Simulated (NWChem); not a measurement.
**InSiH5 (SMILES [SiH3][InH2]): TPSSh/def2-SVP (core potential)**

What is the vertical ionisation energy of InSiH5 at TPSSh/def2-SVP (core potential)? 

The calculation is run with NWChem 7.3.0.

1 further run of the same task is left out (it didn't finish).

### 1 The structure to begin with

InSiH5: 7 atoms, total charge 0, spin state singlet. As SMILES, `[SiH3][InH2]`. Geometry: relaxed at PBE0-D4/def2-TZVP.

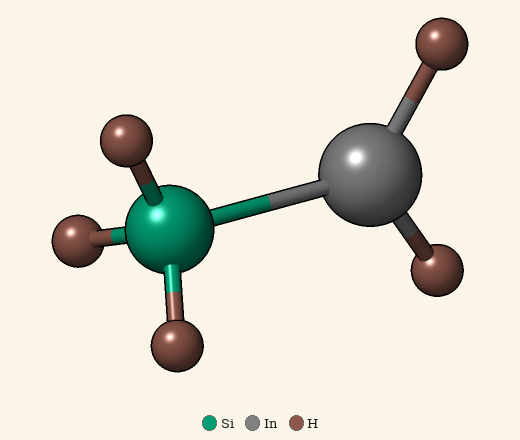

The structure, seen from a chosen angle (silicon teal, indium grey, hydrogen brown).

### 2 A single-point energy at TPSSh/def2-SVP (core potential)

h5insi.nw reads:

```
start h5insi
memory 2200 mb

geometry units au noautosym nocenter noautoz
Si -1.26063630 -1.21225931 -1.21339314
In  1.56998446  1.58283460  1.58831481
H  -4.00603041 -0.70127736 -0.87607703
H  -0.81636169 -3.93686644 -0.65365627
H  -0.63872743 -0.80407847 -3.93063034
H   0.33844995  3.89680424  3.53756731
H   4.81332141  1.17503170  1.54787467
end

basis spherical bse
* library def2-SVP
end

ecp bse
In library def2-SVP
end

dft
xc xctpssh
mult 1
grid lebedev 35 6
convergence energy 1e-08
maxiter 100
mulliken
noprint "final vectors analysis"
end

task dft energy
```

On the command line:

```sh
$ nwchem h5insi.nw > h5insi.out
```

The log of the run:

```text
[...]
          Wavefunction type:  closed shell.
          No. of atoms     :     7
          No. of electrons :    40
[...]
          Charge           :     0
          Spin multiplicity:     1
[...]
          AO basis - number of functions:    69
[...]
              XC Information
              --------------
                  TPSS hybrid Method XC Functional
                     Hartree-Fock (Exact) Exchange  0.100
                  TPSS metaGGA Exchange Functional  0.900
             TPSS03 metaGGA Correlation Functional  1.000
[...]
 d= 0,ls=0.0,diis     1   -482.4327830567 -5.86D+02  1.08D-02  1.04D-01     0.8
[...]
 d= 0,ls=0.0,diis     7   -482.4566213317 -4.27D-09  1.13D-06  3.33D-09     3.7
         Total DFT energy =     -482.456621331679
      One electron energy =     -944.845693801034
           Coulomb energy =      398.333884063842
    Exchange-Corr. energy =      -39.396689851859
 Nuclear repulsion energy =      103.451878257371
[...]
      Total Density - Mulliken Population Analysis
     ---------------------------------------------
    Atom       Charge   Shell Charges
 -----------   ------   -------------------------------------------------------
    1 Si  14    13.88   2.00  1.98  1.04  0.27  5.93  1.30  1.24  0.11
    2 In  21    20.69  -0.60  2.60  1.00  0.26  2.79  3.22  1.11  0.27  9.60  0.44
    3 H    1     1.06   0.74  0.31  0.01
    4 H    1     1.07   0.74  0.31  0.01
    5 H    1     1.07   0.74  0.32  0.01
    6 H    1     1.12   0.68  0.43  0.01
    7 H    1     1.12   0.68  0.43  0.01
[...]
```

Run time: 4.5 s. Hardware: 1 thread of AMD EPYC 9R14 (Zen 4), shared host; peak memory 0.11 GiB.

### 3 The doublet cation

sp.nw reads:

```
start sp
title "H5InSi"
memory 2200 mb
charge 1
geometry noautosym nocenter noautoz
Si      -0.667100      -0.641500      -0.642100
In       0.830800       0.837600       0.840500
H       -2.119900      -0.371100      -0.463600
H       -0.432000      -2.083300      -0.345900
H       -0.338000      -0.425500      -2.080000
H        0.179100       2.062100       1.872000
H        2.547100       0.621800       0.819100
end
basis "ao basis" spherical bse
Si library def2-SVP
In library def2-SVP
H library def2-SVP
end
ecp bse
In library def2-SVP
end
dft
xc xctpssh
mult 2
grid lebedev 35 6
convergence energy 1e-08
iterations 100
mulliken
noprint "final vectors analysis"
end
task dft
```

On the command line:

```sh
$ nwchem sp.nw > sp.out
```

The log of the run:

```text
[...]
          Wavefunction type:  spin polarized.
          No. of atoms     :     7
          No. of electrons :    39
[...]
          Charge           :     1
          Spin multiplicity:     2
[...]
          AO basis - number of functions:    69
[...]
              XC Information
              --------------
                  TPSS hybrid Method XC Functional
                     Hartree-Fock (Exact) Exchange  0.100
                  TPSS metaGGA Exchange Functional  0.900
             TPSS03 metaGGA Correlation Functional  1.000
[...]
 d= 0,ls=0.0,diis     1   -482.0553593591 -5.86D+02  6.81D-03  1.52D-01     0.9
[...]
 d= 0,ls=0.0,diis    11   -482.1121937247 -3.44D-09  1.28D-06  1.32D-09     6.5
[...]
         Total DFT energy =     -482.112193724731
      One electron energy =     -935.470038091235
           Coulomb energy =      389.026079385243
    Exchange-Corr. energy =      -39.120120695470
 Nuclear repulsion energy =      103.451885676730
[...]
      Total Density - Mulliken Population Analysis
     ---------------------------------------------
    Atom       Charge   Shell Charges
 -----------   ------   -------------------------------------------------------
    1 Si  14    13.74   2.00  1.98  1.12  0.22  5.93  1.29  1.07  0.12
    2 In  21    20.45  -0.60  2.60  1.11  0.19  2.78  3.23  0.98  0.11  9.61  0.43
    3 H    1     0.95   0.72  0.22  0.01
    4 H    1     0.95   0.72  0.22  0.01
    5 H    1     0.95   0.72  0.22  0.01
    6 H    1     0.98   0.65  0.32  0.01
    7 H    1     0.98   0.65  0.32  0.01
[...]
      <S2> =      0.7547 (Exact =     0.7500)
[...]
```

Wall time 7.2 s (1 thread of AMD EPYC 9R14 (Zen 4), shared host); peak memory 0.11 GiB.

### 4 Outcome

At TPSSh/def2-SVP (core potential):

| quantity | value |
| --- | --- |
| singlet InSiH5: total energy | -482.45662 Eh |
| singlet InSiH5: dipole moment | 0.14 D |
| doublet cation: total energy | -482.11219 Eh |
| doublet cation: ⟨S²⟩ | 0.755 |
| vertical ionisation energy (to the doublet cation) | 9.372 eV |

The vertical ionisation energy comes to 9.37 eV (904 kJ/mol). Mulliken charges (singlet InSiH5) run from -0.12 on H6 to +0.31 on In2; they depend strongly on the basis.
